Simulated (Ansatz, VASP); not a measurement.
# SnO2 (Cassiterite) in two plane-wave programs, part 2 of 3

Wanted: the spread between two codes on one cell, functional and k mesh.  Valence electrons are named where the data sets of a main pair hold unlike numbers.

VASP 6.6.1 and Ansatz 0.2.0.

So far. Step 3 (VASP: band structure, r2SCAN): At this level the cell is under a pressure of 4.4 GPa, so at these settings it is away from equilibrium.

## 4. Side by side

Known differences besides the potentials themselves: VASP keeps PBE cores, Ansatz makes them for the functional; the cutoff is 500 eV in Ansatz and 520 eV in VASP. Total energies have different zeros and are not compared.

Both answers:

| quantity | Ansatz | VASP | difference |
| --- | --- | --- | --- |
| pressure (GPa) | 3.28 | 4.43 | -1.15 |
| pressure without Ansatz's Pulay correction (GPa) | 3.20 | 4.43 | -1.23 |
| gap over the path points (eV) | 1.956 | 1.984 | -0.028 |

Forces (eV/Å; atoms numbered as in POSCAR):

| atom | Ansatz x, y, z | VASP x, y, z |
| --- | --- | --- |
| Sn1 | 0.000, 0.000, 0.000 | 0.000, 0.000, 0.000 |
| Sn2 | 0.000, 0.000, 0.000 | 0.000, 0.000, 0.000 |
| O3 | -0.173, -0.173, 0.000 | -0.197, -0.197, 0.000 |
| O4 | 0.173, -0.173, 0.000 | 0.197, -0.197, 0.000 |
| O5 | 0.173, 0.173, 0.000 | 0.197, 0.197, 0.000 |
| O6 | -0.173, 0.173, 0.000 | -0.197, 0.197, 0.000 |

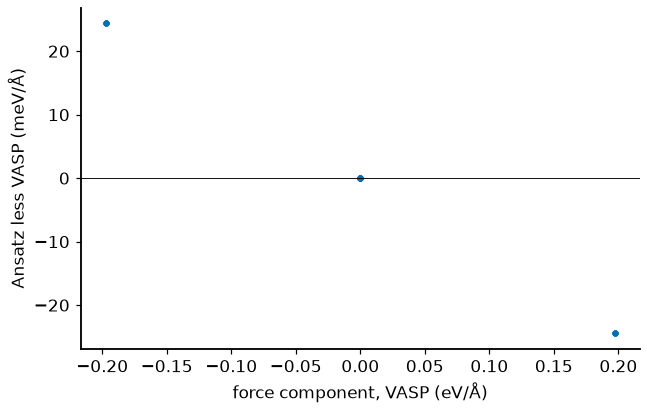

Difference of the force components against their size.

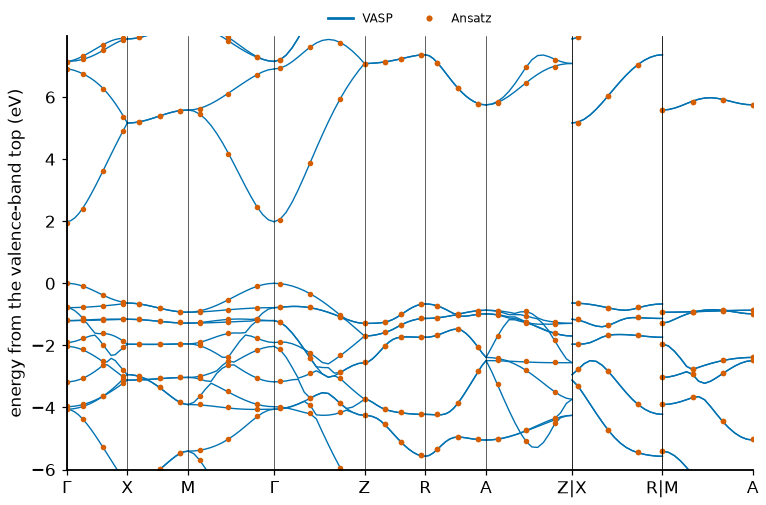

Bands from VASP (lines) and levels from Ansatz (dots). Dots without a line are higher empty bands that the VASP plot leaves out.

Levels at points of the path, from each program's valence-band top (eV; 4 filled, then empty):

| k (reciprocal lattice) | Ansatz | VASP |
| --- | --- | --- |
| 0.000 0.000 0.000 | -1.19 -0.77 -0.77 0.00 1.96 6.91 7.15 | -1.20 -0.78 -0.78 0.00 1.98 6.90 7.15 |
| 0.000 0.133 0.000 | -1.17 -1.12 -0.76 -0.09 2.40 6.75 7.21 | -1.19 -1.12 -0.77 -0.09 2.42 6.75 7.21 |
| 0.000 0.300 0.000 | -1.17 -1.14 -0.72 -0.38 3.60 6.27 7.50 | -1.18 -1.16 -0.73 -0.38 3.62 6.28 7.50 |
| 0.000 0.467 0.000 | -1.15 -1.14 -0.65 -0.61 4.91 5.37 7.84 | -1.16 -1.16 -0.66 -0.61 4.93 5.39 7.84 |
| 0.100 0.500 0.000 | -1.15 -1.15 -0.66 -0.66 5.19 5.19 7.92 | -1.17 -1.17 -0.67 -0.67 5.20 5.20 7.92 |
| 0.267 0.500 0.000 | -1.21 -1.21 -0.80 -0.80 5.38 5.38 8.13 | -1.23 -1.23 -0.80 -0.80 5.39 5.39 8.13 |
| 0.433 0.500 0.000 | -1.26 -1.26 -0.91 -0.91 5.55 5.55 8.29 | -1.28 -1.28 -0.92 -0.92 5.56 5.56 8.30 |
| 0.433 0.433 0.000 | -1.26 -1.25 -0.92 -0.89 5.44 5.62 8.27 | -1.28 -1.26 -0.92 -0.89 5.45 5.64 8.27 |
| 0.267 0.267 0.000 | -1.23 -1.15 -0.84 -0.53 4.18 6.11 7.82 | -1.25 -1.16 -0.85 -0.53 4.20 6.12 7.81 |
| 0.100 0.100 0.000 | -1.16 -1.14 -0.78 -0.10 2.45 6.72 7.29 | -1.17 -1.14 -0.79 -0.10 2.47 6.72 7.28 |

The forces differ by 16 meV/Å r.m.s., which is 12.4 % of the r.m.s. force of 0.131 eV/Å (both taken over all components). Among the levels compared at these points, filled levels agree within 16 meV and empty ones within 28 meV. Ansatz's pressure holds a Pulay correction of 0.08 GPa; VASP's holds none.

## 5. Other set-ups

Further runs change the set-up of one program: Ansatz's method, potentials or start, or VASP's data sets, cutoff or form of LDA. The table gives Ansatz less VASP for each quantity, since a change that brings one quantity closer may part another.

| run | r.m.s. force difference (meV/Å) | pressure (GPa) | gap over the path points (eV) | pressure without Ansatz's Pulay correction (GPa) |
| --- | --- | --- | --- | --- |
| as above | 16 | -1.1 | -0.028 | -1.2 |
| cores kept as stored | 16 | -1.1 | -0.028 | -1.2 |
| Ansatz's all-electron LAPW method | 17 | -1.2 | -0.021 |  |
| Ansatz's larger PAW set (cutoff 900 eV) | 16 | -1.1 | -0.027 |  |
| norm-conserving potentials (cutoff 1290 eV) | 20 | -1.3 | -0.055 |  |

## 6. VASP: band structure, BLYP

Levels along a path test the potential and the projectors away from the mesh points.

The input, INCAR:

```
SYSTEM = SnO2
PREC = Accurate
ENCUT = 520
EDIFF = 1E-06
NELM = 100
ISMEAR = 0
SIGMA = 0.02
LREAL = .FALSE.
ALGO = Normal
GGA = B5
ALDAX = 1
AGGAX = 1
AGGAC = 1
ALDAC = 0
NBANDS = 42
LORBIT = 11
LWAVE = .FALSE.
LCHARG = .FALSE.
KPAR = 4
NCORE = 2
```

The input, POSCAR:

```
SnO2
1.0
    4.7380000000      0.0000000000      0.0000000000
    0.0000000000      4.7380000000      0.0000000000
    0.0000000000      0.0000000000      3.1865000000
Sn O
2 4
Direct
    0.0000000000      0.0000000000      0.0000000000
    0.5000000000      0.5000000000      0.5000000000
    0.3071000000      0.3071000000      0.0000000000
    0.1929000000      0.8071000000      0.5000000000
    0.6929000000      0.6929000000      0.0000000000
    0.8071000000      0.1929000000      0.5000000000
```

The input, KPOINTS:

```
Automatic mesh
0
Gamma
3 3 4
0 0 0
```

The input, KPOINTS_OPT:

```
Line mode
16
Line-mode
Reciprocal
  0.00000000   0.00000000   0.00000000 GAMMA
  0.00000000   0.50000000   0.00000000 X

  0.00000000   0.50000000   0.00000000 X
  0.50000000   0.50000000   0.00000000 M

  0.50000000   0.50000000   0.00000000 M
  0.00000000   0.00000000   0.00000000 GAMMA

  0.00000000   0.00000000   0.00000000 GAMMA
  0.00000000   0.00000000   0.50000000 Z

  0.00000000   0.00000000   0.50000000 Z
  0.00000000   0.50000000   0.50000000 R

  0.00000000   0.50000000   0.50000000 R
  0.50000000   0.50000000   0.50000000 A

  0.50000000   0.50000000   0.50000000 A
  0.00000000   0.00000000   0.50000000 Z

  0.00000000   0.50000000   0.00000000 X
  0.00000000   0.50000000   0.50000000 R

  0.50000000   0.50000000   0.00000000 M
  0.50000000   0.50000000   0.50000000 A
```

The projector-augmented-wave data sets are Sn_d and O (PBE family, release 64).

The run is started by

```
$ mpirun -np 8 vasp_std
```

Numbers of over 12 decimals in the logs are rounded to 6 here.

Output:

```text
[banner, memory and clock lines left out]
running    8 mpi-ranks, on    1 nodes
[...]
[... a notice as in an earlier step ...]

 LDA part: xc-table for (Slater(with rela. corr.)+VWN5), standard interpolation
 POSCAR, INCAR and KPOINTS ok, starting setup
[...]
entering main loop
       N       E                     dE             d eps       ncg     rms          rms(c)
DAV:   1     0.609540244371E+03    0.60954E+03   -0.24039E+04   914   0.195E+03
DAV:   2     0.605126128510E+02   -0.54903E+03   -0.50349E+03   804   0.557E+02
DAV:   3    -0.372262450905E+02   -0.97739E+02   -0.95717E+02   878   0.180E+02
DAV:   4    -0.420807232623E+02   -0.48545E+01   -0.48420E+01   832   0.444E+01
[...]
DAV:  12    -0.345344235398E+02   -0.97192E-06   -0.11152E-05  1050   0.202E-02    0.916E-03
DAV:  13    -0.345344218022E+02    0.17376E-05   -0.32473E-06   860   0.252E-02    0.751E-04
DAV:  14    -0.345344218154E+02   -0.13197E-07   -0.41817E-07   472   0.392E-03
   1 F= -.34534422E+02 E0= -.34534422E+02  d E =-.227108E-51
 Start KPOINTS_OPT (optional k-point list driver)
k-point batch [1-9\144]
       N       E                     dE             ncg
DAV:   1     0.338631942520E+04    0.22551E+04      918
DAV:   2    -0.148519736448E+04   -0.48715E+04      764
DAV:   3    -0.232771499805E+04   -0.84252E+03      870
DAV:   4    -0.236807119594E+04   -0.40356E+02      888
DAV:   5    -0.236899868047E+04   -0.92748E+00      968
DAV:   6    -0.236903059186E+04   -0.31911E-01      934
DAV:   7    -0.236903290915E+04   -0.23173E-02     1160
DAV:   8    -0.236903291907E+04   -0.99125E-05      912
DAV:   9    -0.236903291935E+04   -0.28346E-06      630
[...]
k-point batch [136-144\144]
       N       E                     dE             ncg
DAV:   1     0.352570626505E+04   -0.13461E+05      886
DAV:   2    -0.147892937238E+04   -0.50046E+04      764
DAV:   3    -0.240608528784E+04   -0.92716E+03      866
DAV:   4    -0.245527853423E+04   -0.49193E+02      882
DAV:   5    -0.245644202261E+04   -0.11635E+01      922
DAV:   6    -0.245648618353E+04   -0.44161E-01      910
DAV:   7    -0.245648922437E+04   -0.30408E-02     1086
DAV:   8    -0.245648923508E+04   -0.10705E-04      864
DAV:   9    -0.245648923521E+04   -0.13334E-06      536
```

Parts of OUTCAR (step 6):

```text
  Total        7.2584452      7.2584452      9.3848938     -0.0000000      0.0000000      0.0000000
  in kB      162.5736482    162.5736482    210.2015473     -0.0000000      0.0000000      0.0000000
  external PRESSURE =     178.4496146 kB  Pullay stress =       0.0000000 kB

 POSITION                                       TOTAL-FORCE (eV/Angst)
 -----------------------------------------------------------------------------------
      0.00000      0.00000      0.00000         0.000000      0.000000      0.000000
      2.36900      2.36900      1.59325         0.000000      0.000000      0.000000
      1.45504      1.45504      0.00000        -0.265739     -0.265739      0.000000
      0.91396      3.82404      1.59325         0.265739     -0.265739      0.000000
      3.28296      3.28296      0.00000         0.265739      0.265739      0.000000
      3.82404      0.91396      1.59325        -0.265739      0.265739      0.000000
 -----------------------------------------------------------------------------------
    total drift:                               -0.000000      0.000000      0.000000

  FREE ENERGIE OF THE ION-ELECTRON SYSTEM (eV)
  ---------------------------------------------------
  free  energy   TOTEN  =       -34.5344218154 eV

  energy  without entropy=      -34.5344218154  energy(sigma->0) =      -34.53442182

[... 2 parts as in an earlier step ...]

[... 1 further part left out ...]
[key lines of the parts left out:]
E-fermi :   6.6772
```

At this level the cell is under a pressure of 17.8 GPa, so at these settings it is away from equilibrium.

## 7. Ansatz: band structure, BLYP

The same cell, functional (in two slightly different forms), mesh and smearing now go to Ansatz, which takes its cutoff from its data sets.

The input, input.yaml:

```yaml
crystal:
  lattice:
    - [4.738, 0.0, 0.0]
    - [0.0, 4.738, 0.0]
    - [0.0, 0.0, 3.1865]
  atoms:
    - { symbol: Sn, position: [0.0, 0.0, 0.0] }
    - { symbol: Sn, position: [0.5, 0.5, 0.5] }
    - { symbol: O, position: [0.3071, 0.3071, 0.0] }
    - { symbol: O, position: [0.1929, 0.8071, 0.5] }
    - { symbol: O, position: [0.6929, 0.6929, 0.0] }
    - { symbol: O, position: [0.8071, 0.1929, 0.5] }
hamiltonian:
  xc: blyp
  pseudopotentials: { kind: paw }
kpoints:
  mp_grid: { grid: [3, 3, 4] }
  band_path:
    path:
      - [0.0, 0.0, 0.0]
      - [0.0, 0.13333, 0.0]
      - [0.0, 0.3, 0.0]
      - [0.0, 0.46667, 0.0]
      - [0.1, 0.5, 0.0]
      - [0.26667, 0.5, 0.0]
      - [0.43333, 0.5, 0.0]
      - [0.43333, 0.43333, 0.0]
      - [0.26667, 0.26667, 0.0]
      - [0.1, 0.1, 0.0]
      - [0.0, 0.0, 0.03333]
      - [0.0, 0.0, 0.2]
      - [0.0, 0.0, 0.36667]
      - [0.0, 0.0, 0.5]
      - [0.0, 0.16667, 0.5]
      - [0.0, 0.3, 0.5]
      - [0.0, 0.46667, 0.5]
      - [0.1, 0.5, 0.5]
      - [0.26667, 0.5, 0.5]
      - [0.43333, 0.5, 0.5]
      - [0.43333, 0.43333, 0.5]
      - [0.26667, 0.26667, 0.5]
      - [0.1, 0.1, 0.5]
      - [0.0, 0.5, 0.03333]
      - [0.0, 0.5, 0.2]
      - [0.0, 0.5, 0.36667]
      - [0.5, 0.5, 0.0]
      - [0.5, 0.5, 0.16667]
      - [0.5, 0.5, 0.33333]
      - [0.5, 0.5, 0.5]
    npoints: 1
scf:
  occupations: { method: gaussian, width: 0.02 }
  n_extra_bands: 9
output:
  forces: true
  stress: true
  eigenvalues: true
```

The run is started by

```
$ ansatz run input.yaml --threads 4 --pin off --max-ram 9216MiB --backend cpu --events-out ev --progress --plain --runs-dir out
```

Output:

```text
[...]
Crystal: 6 atoms, lattice volume = 71.533 Å³
Basis set: ecut = 420 eV, 1411 PW (Γ), exchange–correlation on 64×64×48 points (8 copies of the dense FFT grid, shifted against one another)
Bands: 35, of which v1, the nominal top of the filled ones, is band 26 counted from 1 (25 counted from 0)
Symmetry: 16 space group operations
[...]
k-points: 9 of 36
[...]
k-point 0: bands = [... 22 lower, 8.6359, 9.0663, 9.0663, 9.8259, 11.1413, 15.9948, 16.3348, 16.3348, ... 5 higher]
  k-point 1: bands = [... 22 lower, 7.3819, 9.0023, 9.0023, 9.3351, 13.6819, 16.7260, 18.3892, 18.3892, ... 5 higher]
  k-point 2: bands = [... 22 lower, 8.2047, 8.2047, 8.5939, 8.5939, 16.0159, 16.0159, 19.7920, 19.7920, ... 5 higher]
  k-point 8: bands = [... 22 lower, 8.7347, 8.7966, 8.8110, 8.9035, 15.1794, 15.4227, 18.3247, 19.3596, ... 5 higher]
[key lines of the parts left out:]
SCF converged after 6 iterations
Free energy (F): -14357.796392 eV
Fermi energy:    10.483588 eV
P = ⅓ Tr σ = 16.6359 GPa (166.359 kbar)
```

The job ended after 1.1 s (4 threads of Arm Neoverse V2, shared host; peak memory 0.33 GiB; 3.6 s of CPU time).

## 8. Differences

What differs besides the data sets and the points named for the pairs above, as far as they apply: the cutoff is 420 eV in Ansatz and 520 eV in VASP; Ansatz makes its cores anew for this functional, VASP keeps those of its PBE data sets; VASP leaves aspherical gradient terms in its spheres out (LASPH is not set), Ansatz keeps them; VASP's log shows a relativistic correction to its local exchange, Ansatz's none. Total energies have different zeros and are not compared.

The two programs side by side:

| quantity | Ansatz | VASP | difference |
| --- | --- | --- | --- |
| pressure (GPa) | 16.64 | 17.84 | -1.21 |
| pressure without Ansatz's Pulay correction (GPa) | 15.57 | 17.84 | -2.27 |
| gap over the path points (eV) | 1.315 | 1.348 | -0.033 |

Forces (eV/Å; atoms numbered as in POSCAR):

| atom | Ansatz x, y, z | VASP x, y, z |
| --- | --- | --- |
| Sn1 | 0.000, 0.000, 0.000 | 0.000, 0.000, 0.000 |
| Sn2 | 0.000, 0.000, 0.000 | 0.000, 0.000, 0.000 |
| O3 | -0.246, -0.246, 0.000 | -0.266, -0.266, 0.000 |
| O4 | 0.246, -0.246, 0.000 | 0.266, -0.266, 0.000 |
| O5 | 0.246, 0.246, 0.000 | 0.266, 0.266, 0.000 |
| O6 | -0.246, 0.246, 0.000 | -0.266, 0.266, 0.000 |

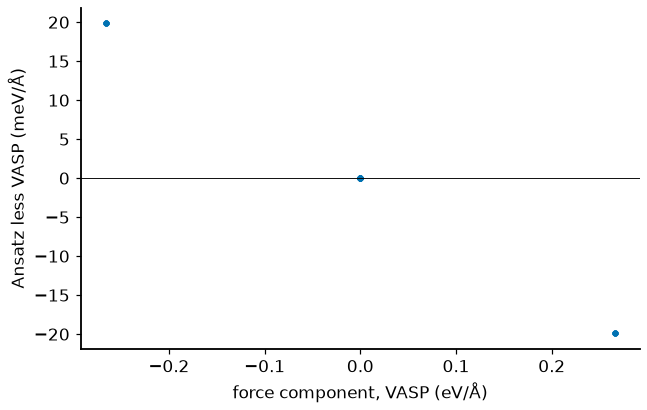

Difference of the force components against their size.

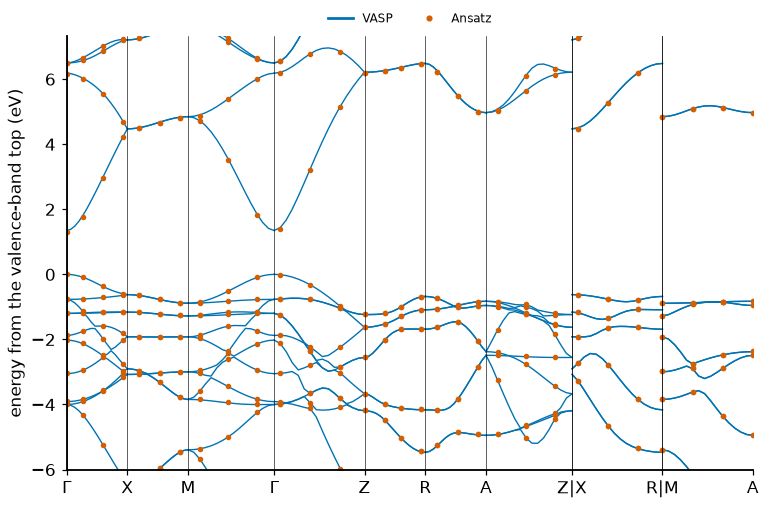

Bands from VASP (lines) and levels from Ansatz (dots). Dots without a line are higher empty bands that the VASP plot leaves out.

Levels at points of the path, from each program's valence-band top (eV; 4 filled, then empty):

| k (reciprocal lattice) | Ansatz | VASP |
| --- | --- | --- |
| 0.000 0.000 0.000 | -1.19 -0.76 -0.76 0.00 1.31 6.17 6.51 | -1.20 -0.77 -0.77 0.00 1.35 6.18 6.50 |
| 0.000 0.133 0.000 | -1.18 -1.13 -0.75 -0.09 1.78 6.02 6.58 | -1.19 -1.13 -0.76 -0.09 1.81 6.03 6.57 |
| 0.000 0.300 0.000 | -1.17 -1.15 -0.71 -0.37 2.97 5.54 6.87 | -1.18 -1.16 -0.71 -0.37 2.99 5.55 6.86 |
| 0.000 0.467 0.000 | -1.15 -1.15 -0.64 -0.59 4.22 4.67 7.19 | -1.16 -1.16 -0.64 -0.60 4.24 4.69 7.18 |
| 0.100 0.500 0.000 | -1.16 -1.16 -0.65 -0.65 4.49 4.49 7.26 | -1.17 -1.17 -0.65 -0.65 4.51 4.51 7.25 |
| 0.267 0.500 0.000 | -1.21 -1.21 -0.77 -0.77 4.66 4.66 7.46 | -1.22 -1.22 -0.77 -0.77 4.68 4.68 7.45 |
| 0.433 0.500 0.000 | -1.26 -1.26 -0.88 -0.88 4.81 4.81 7.62 | -1.27 -1.27 -0.88 -0.88 4.83 4.83 7.61 |
| 0.433 0.433 0.000 | -1.26 -1.25 -0.88 -0.85 4.71 4.88 7.59 | -1.27 -1.26 -0.88 -0.85 4.73 4.90 7.59 |
| 0.267 0.267 0.000 | -1.23 -1.15 -0.82 -0.51 3.52 5.38 7.15 | -1.24 -1.17 -0.83 -0.52 3.54 5.39 7.14 |
| 0.100 0.100 0.000 | -1.17 -1.15 -0.77 -0.10 1.83 5.99 6.63 | -1.18 -1.16 -0.78 -0.10 1.86 6.00 6.62 |

The forces differ by 13 meV/Å r.m.s., which is 7.5 % of the r.m.s. force of 0.177 eV/Å (both taken over all components). Among the levels compared at these points, filled levels agree within 12 meV and empty ones within 33 meV. Ansatz's pressure holds a Pulay correction of 1.06 GPa; VASP's holds none.

## 9. Other set-ups

Further runs change the set-up of one program: Ansatz's method, potentials or start, or VASP's data sets, cutoff or form of LDA. The table gives Ansatz less VASP for each quantity, since a change that brings one quantity closer may part another.

| run | r.m.s. force difference (meV/Å) | pressure (GPa) | gap over the path points (eV) | pressure without Ansatz's Pulay correction (GPa) |
| --- | --- | --- | --- | --- |
| as above | 13 | -1.2 | -0.033 | -2.3 |
| cores kept as stored | 13 | -1.2 | -0.032 | -2.2 |
| Ansatz's all-electron LAPW method | 13 | -1.0 | -0.031 |  |
| Ansatz's larger PAW set (cutoff 900 eV) | 13 | -1.0 | -0.031 | -1.1 |
| norm-conserving potentials (cutoff 1240 eV) | 9.2 | -0.35 | -0.091 | -0.42 |

## 10. Ansatz: band structure, B3LYP with an exact-exchange share of 0.2

Levels along a path test the potential and the projectors away from the mesh points.

input.yaml, the sections that differ from step 7:

```yaml
hamiltonian:
  xc: b3lyp
  pseudopotentials: { kind: paw }
kpoints:
  mp_grid: { grid: [3, 3, 4] }
  band_path:
    path:
      - [0.0, 0.0, 0.0]
      - [0.0, 0.4, 0.0]
      - [0.3, 0.5, 0.0]
      - [0.3, 0.3, 0.0]
      - [0.0, 0.0, 0.1]
      - [0.0, 0.0, 0.5]
      - [0.0, 0.4, 0.5]
      - [0.3, 0.5, 0.5]
      - [0.3, 0.3, 0.5]
      - [0.0, 0.5, 0.1]
      - [0.5, 0.5, 0.0]
      - [0.5, 0.5, 0.5]
    npoints: 1
# crystal, scf, output: as in step 7
```

Output:

```text
[...]
--- Band table (eV; the first three rows and the last of 9) ---
  k-point 0: bands = [... 22 lower, 7.2003, 7.5182, 7.5182, 8.2272, 11.5276, 16.6405, 16.8332, 16.8332, ... 5 higher]
  k-point 1: bands = [... 22 lower, 5.9095, 7.4333, 7.4333, 7.7024, 14.1800, 17.5151, 19.0304, 19.0304, ... 5 higher]
  k-point 2: bands = [... 22 lower, 6.5005, 6.5005, 6.9123, 6.9123, 16.7606, 16.7606, 20.4491, 20.4491, ... 5 higher]
  k-point 8: bands = [... 22 lower, 7.1119, 7.1270, 7.2392, 7.4046, 15.8033, 16.0581, 18.9617, 19.9616, ... 5 higher]
[key lines of the parts left out:]
Free energy (F): -14354.848664 eV
Fermi energy:    9.877359 eV
P = ⅓ Tr σ = 7.8175 GPa (78.175 kbar)
```

Wall time 32 s (4 threads); peak memory 0.86 GiB; 1.9 min of CPU time.

(Continued in part 3 of 3.)

[Lines on the potential files, build, host, timing and source positions are cut from VASP's logs without a mark.]

[Logs are printed without paths, hosts, clocks, repeated set-up lines and the standing remarks that a program may print on its own settings, such as how far it seeks lower states.]

[Hosts, paths, dates, database ids (printed as entryN), source tags and the programs' standing remarks are cut or masked in the printed files.]
